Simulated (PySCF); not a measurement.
# GeH3 (SMILES [GeH3]): UCCSD(T)/STO-6G

What is the vertical doublet–quartet gap of GeH3 at UCCSD(T)/STO-6G? The job is set up through a Python script.

The calculation is run with PySCF 2.14.0.

12 further runs of the same task are left out: 2 that didn't finish, 10 set aside as unsound or not needed.

### 1 The molecule

The species is GeH3 (4 atoms), meant as a doublet with charge 0. SMILES: `[GeH3]`. The shape is that of a PBE0-D4/def2-TZVP optimisation.

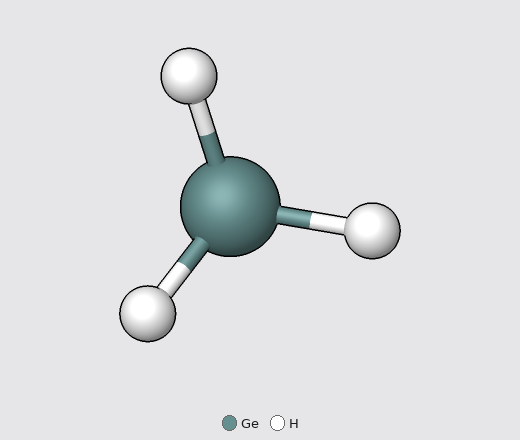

Viewed from a chosen angle; germanium teal, hydrogen white.

### 2 The energy at UCCSD(T)/STO-6G

Contents of input.py:

```python
from pyscf import gto, cc

system = gto.Mole()
system.atom = '''
Ge     0.214600    -0.125900    -0.249400
H      1.055000     0.109600     1.018300
H     -0.882800    -1.175900    -0.000100
H     -0.386800     1.192200    -0.768800
'''
system.verbose = 4
system.charge = 0
system.spin = 1
system.max_memory = 1860
system.basis = 'sto-6g'
system.build()

mf = system.UHF()
mf.conv_tol = 1e-10
mf.kernel()
if not mf.converged:
    mf = mf.newton().run(mf.mo_coeff, mf.mo_occ)

mycc = cc.CCSD(mf, frozen=9)
mycc.kernel()
e_t = mycc.ccsd_t()
etot = mycc.e_tot + e_t
print('E = %.10f Eh' % etot)
```

Command:

```
$ OMP_NUM_THREADS=1 python input.py
```

The log of the run:

```text
PySCF version 2.14.0

[INPUT] num. atoms = 4
[INPUT] num. electrons = 35
[INPUT] charge = 0
[INPUT] spin (= nelec alpha-beta = 2S) = 1
[INPUT] symmetry False subgroup None
[INPUT] Mole.unit = angstrom
[INPUT] Symbol           X                Y                Z      unit          X                Y                Z       unit  Magmom
[INPUT]  1 Ge     0.214600000000  -0.125900000000  -0.249400000000 AA    0.405535226332  -0.237916519083  -0.471297695467 Bohr   0.0
[INPUT]  2 H      1.055000000000   0.109600000000   1.018300000000 AA    1.993661061416   0.207113983252   1.924308112645 Bohr   0.0
[INPUT]  3 H     -0.882800000000  -1.175900000000  -0.000100000000 AA   -1.668250222766  -2.222128949876  -0.000188972612 Bohr   0.0
[INPUT]  4 H     -0.386800000000   1.192200000000  -0.768800000000 AA   -0.730946064982   2.252931485706  -1.452821444566 Bohr   0.0

nuclear repulsion = 33.6320928610683
number of shells = 11
number of NR pGTOs = 126
number of NR cGTOs = 21
basis = sto-6g
ecp = {}

******** <class 'pyscf.scf.uhf.UHF'> ********
method = UHF
initial guess = minao
damping factor = 0
level_shift factor = 0
DIIS = <class 'pyscf.scf.diis.CDIIS'>
diis_start_cycle = 1
diis_space = 8
diis_damp = 0
SCF conv_tol = 1e-10
SCF conv_tol_grad = None
SCF max_cycles = 50
direct_scf = True
direct_scf_tol = 1e-13
number electrons alpha = 18  beta = 17
Set gradient conv threshold to 1e-05
init E= -2063.44533284086
[... the frontier-level lines of each cycle are left out ...]

cycle= 1 E= -2065.92956327511  delta_E= -2.48  |g|= 0.244  |ddm|=  1.5
cycle= 2 E= -2065.97454390908  delta_E= -0.045  |g|= 0.0263  |ddm|=  0.4
cycle= 3 E= -2065.97554533665  delta_E= -0.001  |g|= 0.0109  |ddm|= 0.0505
cycle= 4 E= -2065.97580246765  delta_E= -0.000257  |g|= 0.00459  |ddm|= 0.032
cycle= 5 E= -2065.9758651477  delta_E= -6.27e-05  |g|= 0.00173  |ddm|= 0.0199
cycle= 6 E= -2065.97587457269  delta_E= -9.42e-06  |g|= 0.000254  |ddm|= 0.0102
cycle= 7 E= -2065.97587472576  delta_E= -1.53e-07  |g|= 4.5e-05  |ddm|= 0.00125
cycle= 8 E= -2065.97587473039  delta_E= -4.63e-09  |g|= 1.04e-05  |ddm|= 0.000224
cycle= 9 E= -2065.97587473065  delta_E= -2.59e-10  |g|= 3.52e-06  |ddm|= 3.45e-05
cycle= 10 E= -2065.97587473068  delta_E= -3.37e-11  |g|= 6.04e-07  |ddm|= 1.42e-05
Extra cycle  E= -2065.97587473069  delta_E= -2.73e-12  |g|= 3.19e-07  |ddm|= 1.12e-06
converged SCF energy = -2065.97587473069  <S^2> = 0.75408681  2S+1 = 2.0040826

******** <class 'pyscf.cc.uccsd.UCCSD'> ********
CC2 = 0
CCSD nocc = (np.int64(9), np.int64(8)), nmo = (12, 12)
frozen orbitals 9
max_cycle = 50
direct = 0
conv_tol = 1e-07
conv_tol_normt = 1e-06
diis_space = 6
diis_start_cycle = 0
diis_start_energy_diff = 1e+09
Init t2, MP2 energy = -0.0340039878055659
Init E_corr(UCCSD) = -0.0340039878056832
cycle = 1  E_corr(UCCSD) = -0.0454562304136114  dE = -0.0114522426  norm(t1,t2) = 0.0488102
cycle = 2  E_corr(UCCSD) = -0.0497409625525134  dE = -0.00428473214  norm(t1,t2) = 0.0197203
cycle = 3  E_corr(UCCSD) = -0.0524971215039563  dE = -0.00275615895  norm(t1,t2) = 0.00895097
cycle = 4  E_corr(UCCSD) = -0.0525539743372621  dE = -5.68528333e-05  norm(t1,t2) = 0.00254175
cycle = 5  E_corr(UCCSD) = -0.0525579686292214  dE = -3.99429196e-06  norm(t1,t2) = 0.000853582
cycle = 6  E_corr(UCCSD) = -0.0525721038001145  dE = -1.41351709e-05  norm(t1,t2) = 0.000274791
cycle = 7  E_corr(UCCSD) = -0.0525694902627622  dE = 2.61353735e-06  norm(t1,t2) = 5.83757e-05
cycle = 8  E_corr(UCCSD) = -0.0525698391550994  dE = -3.48892337e-07  norm(t1,t2) = 1.46837e-05
cycle = 9  E_corr(UCCSD) = -0.0525698745635187  dE = -3.54084193e-08  norm(t1,t2) = 5.45439e-06
cycle = 10  E_corr(UCCSD) = -0.0525699007091815  dE = -2.61456628e-08  norm(t1,t2) = 1.89495e-06
cycle = 11  E_corr(UCCSD) = -0.0525698481702685  dE = 5.2538913e-08  norm(t1,t2) = 5.76776e-07
UCCSD converged
E(UCCSD) = -2066.028444578857  E_corr = -0.05256984817026849
UCCSD(T) correction = -0.00040311137582746
E = -2066.0288476902 Eh
```

Wall time 0.9 s (1 thread of Arm Neoverse V2, shared host); peak memory 0.12 GiB.

### 3 The quartet

Contents of start.xyz:

```xyz
4

Ge     0.214600    -0.125900    -0.249400
H      1.055000     0.109600     1.018300
H     -0.882800    -1.175900    -0.000100
H     -0.386800     1.192200    -0.768800
```

Contents of calc.py:

```python
from pyscf import gto, cc

mol = gto.M(
    atom='start.xyz',
    basis='sto-6g',
    verbose=3,
    max_memory=1860,
    charge=0,
    spin=3,
)

mf = mol.UHF()
mf.conv_tol = 1e-10
mf.kernel()
if not mf.converged:
    mf = mf.newton().run(mf.mo_coeff, mf.mo_occ)

mycc = cc.CCSD(mf, frozen=9)
mycc.kernel()
e_t = mycc.ccsd_t()
e_final = mycc.e_tot + e_t
print(f'total energy: {e_final:.8f} hartree')
```

Command:

```
$ OMP_NUM_THREADS=1 python calc.py
```

The log of the run:

```text
WARN: HOMO 0.148617046337276 >= LUMO -0.58536735472591

WARN: HOMO 0.118407846104977 >= LUMO -0.00810521225584004

WARN: HOMO 0.088806970918745 >= LUMO 0.0100571949400204

WARN: HOMO 0.0694666683398834 >= LUMO 0.0276117199576279

WARN: HOMO 0.0615422623723429 >= LUMO 0.0391926553222046

WARN: HOMO 0.0622066120858604 >= LUMO 0.0434275075337731

converged SCF energy = -2065.55195368986  <S^2> = 3.755445  2S+1 = 4.0027216
E(UCCSD) = -2065.59307775041  E_corr = -0.04112406055497012
UCCSD(T) correction = -0.000450594791609641
total energy: -2065.59352835 hartree
```

It took 1 s on 1 thread of Arm Neoverse V2, shared host; peak memory 0.12 GiB.

### 4 Results

At UCCSD(T)/STO-6G, 9 core orbitals frozen:

| quantity | value |
| --- | --- |
| doublet: total energy | -2066.02885 Eh |
| doublet: dipole moment (Hartree–Fock density) | 0.51 D |
| doublet: HOMO energy (Hartree–Fock orbitals) (highest over α and β) | -6.68 eV |
| doublet: LUMO energy (Hartree–Fock orbitals) (lowest over α and β) | 5.54 eV |
| doublet: correlation energy (9 core orbitals frozen) | -53.0 mEh |
| doublet: (T) correction | -0.40 mEh |
| doublet: ⟨S²⟩ of the reference determinant | 0.754 |
| doublet: T1 diagnostic | 0.003 |
| quartet: total energy | -2065.59353 Eh |
| quartet: dipole moment (Hartree–Fock density) | 0.83 D |
| quartet: HOMO energy (Hartree–Fock orbitals) (highest over α and β) | 0.78 eV |
| quartet: LUMO energy (Hartree–Fock orbitals) (lowest over α and β) | 1.79 eV |
| quartet: correlation energy (9 core orbitals frozen) | -41.6 mEh |
| quartet: (T) correction | -0.45 mEh |
| quartet: ⟨S²⟩ of the reference determinant | 3.755 |
| quartet: T1 diagnostic | 0.013 |
| vertical energy of the quartet above the doublet | 11.846 eV |

What this shows: At this shape the quartet lies 11.85 eV (273 kcal/mol) above the doublet. In a minimal basis such a difference can be off by several eV, whatever the method. Mulliken charges (doublet) of the mean-field density run from -0.13 on H2 to +0.40 on Ge1. The triples (doublet) make up 0.8 % of the correlation energy. The triples (quartet) make up 1.1 % of the correlation energy.
